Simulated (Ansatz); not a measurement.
The starting structures come from a database of crystals and need not be the phases stable at ambient conditions.

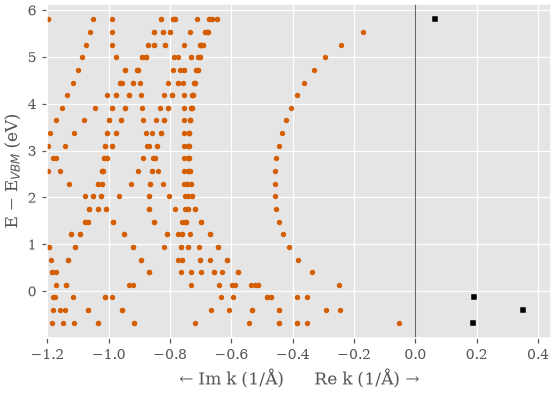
*Complex bands at the centre of the two-dimensional zone; r2SCAN (Ansatz, a program for electronic structure)*

The gap is the functional's own, uncorrected, and κ follows it; spin-orbit coupling is left out. Mid-gap values are interpolated between the computed energies.

This is K3B6BrO10 (R3m, not sure to be the ambient phase, 20 atoms a cell, 13.6 Å³ an atom, -3 GPa at this level) along the normal of (101). Read off the slowest decay at the centre of the two-dimensional zone at 2.83 eV, the computed energy nearest the middle of the gap.

κ ≈ 0.45 1/Å, a decay length 1/(2κ) of the density of 1.1 Å.
